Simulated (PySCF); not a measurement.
| atom | x (Å) | y (Å) | z (Å) |
| --- | --- | --- | --- |
| Si | -2.0645 | -0.3626 | -0.9008 |
| C | -0.4559 | -0.3506 | 0.1192 |
| Si | -0.3534 | 1.1114 | 1.3447 |
| Si | 1.0807 | -0.4316 | -1.0144 |
| P | 2.9947 | -0.3245 | 0.1460 |
| H | -3.2280 | -0.3361 | -0.0114 |
| H | -2.0988 | 0.8029 | -1.7832 |
| H | -2.1090 | -1.5832 | -1.7096 |
| H | -0.4622 | -1.2588 | 0.7312 |
| H | -1.4868 | 1.0356 | 2.2711 |
| H | -0.4073 | 2.3720 | 0.6044 |
| H | 0.8972 | 1.0189 | 2.1021 |
| H | 1.0887 | 0.7540 | -1.9000 |
| H | 3.7763 | -0.9119 | -0.8303 |
| H | 2.8238 | -1.5276 | 0.8089 |

Geometry: GFN2-xTB.

The calculation used PySCF, UKS B3LYP, pcH-1 on C H P Si, non-relativistic, mean-field spin-orbit, GIAO.

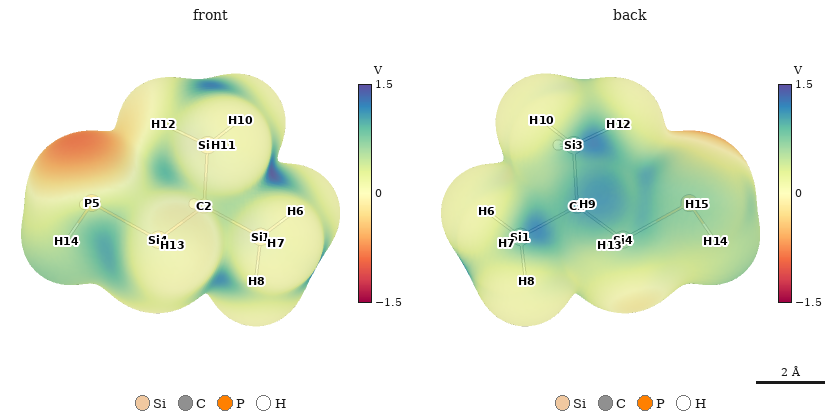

CH$_{10}$PSi$_{3}$ (SMILES [SiH3]C([SiH3])[SiH]P) (doublet). The molecular electrostatic potential painted on the density surface at 0.002 e/bohr³, seen from the front and from behind; red is negative and blue positive.

**Describe the electrostatic potential map.**

The most negative region (about −0.8 V) lies over P5, the most positive (about +1.2 V) over Si1 and Si3.
